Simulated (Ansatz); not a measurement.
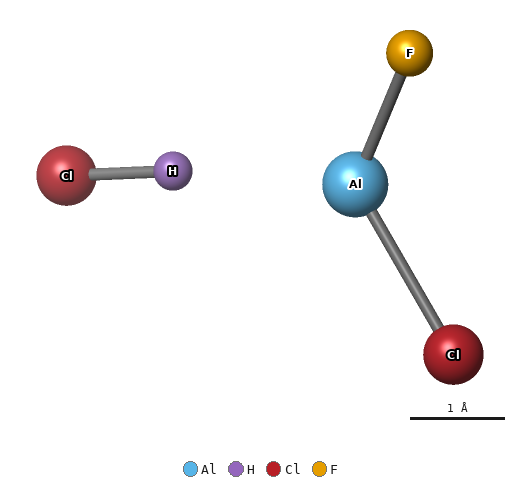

Figure 1. The structure (ball-and-stick view, seen at a tilt). Sticks mark near contacts. Bond lengths as drawn: Al–Cl 2.11 Å, Al–F 1.68 Å and Cl–H 1.34 Å.

**Frequency calculation, with input and output: AlHCl2F**

- system: AlHCl2F, multiplicity 2
- method: UKS PBE-D4/def2-SVP (Ansatz 0.2.0)

It belongs to a series of runs on one base structure; here: vibrations at the highest image of the band.

The input
```yaml
crystal:
  periodic: [false, false, false]
  atoms:
    - { symbol: Al, position_ang: [0.036602, 0.0, -0.133852] }
    - { symbol: H, position_ang: [-0.053833, 0.0, 2.12956] }
    - { symbol: Cl, position_ang: [1.877587, 0.0, -1.167955] }
    - { symbol: F, position_ang: [-1.421225, 0.0, -0.962123] }
    - { symbol: Cl, position_ang: [0.02857, 0.0, 3.46437] }
magnetization:
  spin_polarized: true
  initial_magnetization: 1
basis:
  gaussian: { orbitals: def2-SVP }
hamiltonian:
  xc: pbe
  dispersion: d4
phonons: {}
```

Launched with:
```bash
ansatz run input.yaml --threads 2 --pin off --max-ram 3072MiB --backend cpu --events-out ev --progress --plain --runs-dir out
```

The program's output
```
Engine: ansatz 0.2.0, aarch64-unknown-linux-gnu
Functional definition: PBE
  parameter kappa = 0.804
  parameter beta = 0.06672455060314922
  exchange = pbe_x(kappa = kappa, mu = beta*pi^2/3)
  correlation = pbe_c(beta = beta)
789 factors; their error is unknown
mean field evaluation 1: about -34346.4704 eV, gradient 2.8e1 eV
mean field evaluation 2: about -34312.1905 eV, gradient 1.0e2 eV
mean field evaluation 4: about -34349.1527 eV, gradient 6.1e0 eV
mean field evaluation 8: about -34349.2972 eV, gradient 4.7e-2 eV
mean field evaluation 16: about -34349.2972 eV, gradient 1.9e-5 eV
mean field -34349.29723972 eV, -1262.3133907698 hartree, gradient 1.9e-5 eV, S^2 0.751596; 0 other end points of the search recorded, 0 dependent functions left out
the calculation of the forces begins
reference -34349.29727720 eV, -1262.3133921471 hartree; 29, 28 occupied and 44, 45 virtual orbitals, 789 factors
these checks for a lower state are left out or cut short: stability, starts, cluster_reference, orbital_swaps, neighbouring_geometries, increment
789 factors; their error is unknown
mean field -34349.29715449 eV, -1262.3133876376 hartree, gradient 2.8e-6 eV, S^2 0.751596; 0 other end points of the search recorded, 0 dependent functions left out
[... from here on the field's lines of each further geometry are left out, up to the last ...]
the calculation of the forces begins
reference -34349.29725763 eV, -1262.3133914279 hartree; 29, 28 occupied and 44, 45 virtual orbitals, 789 factors
these checks for a lower state are left out or cut short: stability, starts, cluster_reference, orbital_swaps, neighbouring_geometries, increment
789 factors; their error is unknown
mean field -34349.29718952 eV, -1262.3133889251 hartree, gradient 2.4e-6 eV, S^2 0.751596; 0 other end points of the search recorded, 0 dependent functions left out
the calculation of the forces begins
reference -34349.29722700 eV, -1262.3133903024 hartree; 29, 28 occupied and 44, 45 virtual orbitals, 789 factors
WARN: phonons: modes at or below zero, which the zero-point energy, F, S and C_V leave out: 2, the lowest at -70.95 cm⁻¹. A minimum has none, and a first-order saddle one
Total energy: -34349.40166510 eV, -1262.3172283317 hartree
Atom 0 at     0.036602     0.000000    -0.133852 Å, force     0.006774     0.000000     0.003495 eV/Å
Atom 1 at    -0.053833     0.000000     2.129560 Å, force    -0.000391    -0.000000     0.008830 eV/Å
Atom 2 at     1.877587     0.000000    -1.167955 Å, force    -0.000435     0.000000     0.001624 eV/Å
Atom 3 at    -1.421225     0.000000    -0.962123 Å, force    -0.007152    -0.000000    -0.005184 eV/Å
Atom 4 at     0.028570     0.000000     3.464370 Å, force     0.001204     0.000000    -0.008764 eV/Å
Dipole moment:     0.057466     0.000000    -0.105600 e Å
Vibrations: -70.95 -21.12 79.91 189.09 219.01 288.68 505.95 841.95 2266.45 cm⁻¹, zero-point energy 0.272210 eV
```

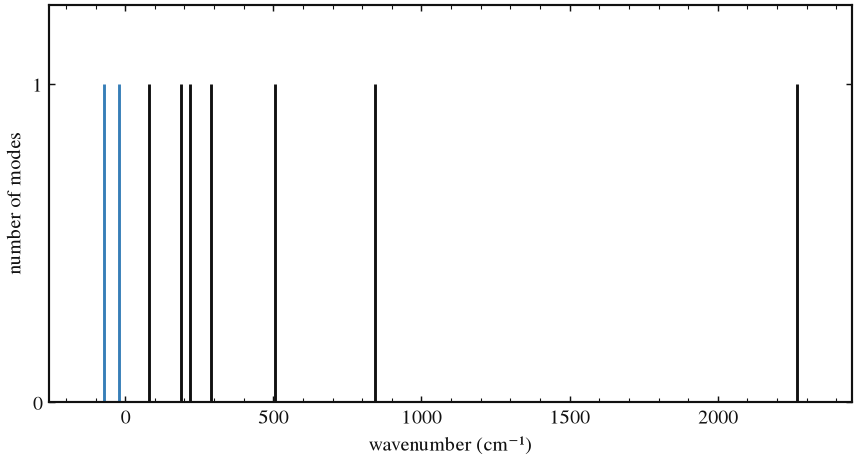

Figure 2. Harmonic vibrational wavenumbers from the force constants; neighbouring modes closer than 11 cm⁻¹ are counted in one stick, and imaginary ones are drawn at negative wavenumbers. 9 modes from 71i to 2266 cm⁻¹, 2 imaginary beyond 8i (71i, 21i cm⁻¹): not a minimum.

Results in brief

| quantity | value |
| --- | --- |
| outcome | converged |
| total energy | −34349.4017 eV |
| mean-field energy | −34349.2973 eV |
| ⟨S²⟩ | 0.752 |
| largest force (length of the vector) | 0.009 eV/Å |
| hardware | 2 threads of Arm Neoverse V1, 24 GiB of memory available, shared host |
| wall time | 19 s (CPU time 37 s) |
| peak memory | 0.13 GiB |
